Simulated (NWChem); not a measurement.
**N2O (SMILES N#[N+][O-]) at B3LYP/6-31G(d) (spherical functions)**

Aim: a single-point energy of N2O. 

The calculation is run with NWChem 7.3.0.

19 further runs of the same task are left out: 19 set aside as unsound or not needed.

## Step 1: The molecule

N2O: 3 atoms, total charge 0, spin state singlet. SMILES: `N#[N+][O-]`. The N2–O3 distance was set to 2.584 Å, away from the relaxed value. At this shape a bond of the SMILES string is far longer than usual.

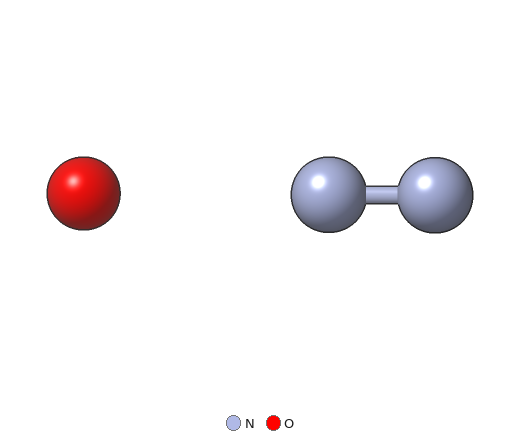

Viewed from a chosen angle; nitrogen light blue, oxygen red.

## Step 2: The energy at B3LYP/6-31G(d) (spherical functions)

n2o.nw

```
start n2o
title "N2O"
memory total 2200 mb
charge 0

geometry units angstroms noautosym nocenter noautoz
 N    -1.145919    2.242498   -0.376106
 N    -0.642619    1.257698   -0.211006
 O     0.520100   -1.017800    0.170700
end

basis spherical bse
 * library 6-31G*
end

dft
 xc b3lyp
 grid xfine
 convergence energy 1e-08
 maxiter 100
 mulliken
 noprint "final vectors analysis"
end

task dft energy
```

On the command line:

```sh
$ nwchem n2o.nw > n2o.out
```

Q: Predict the results. Wanted: total energy; dipole moment.

Computed results:

At B3LYP/6-31G* (spherical functions):

```
     quantity          value
 total energy  -184.48516 Eh
dipole moment         0.76 D
```

**Reading.** One bond is far stretched, which a spin-restricted single reference describes badly; a broken-symmetry solution may lie lower.
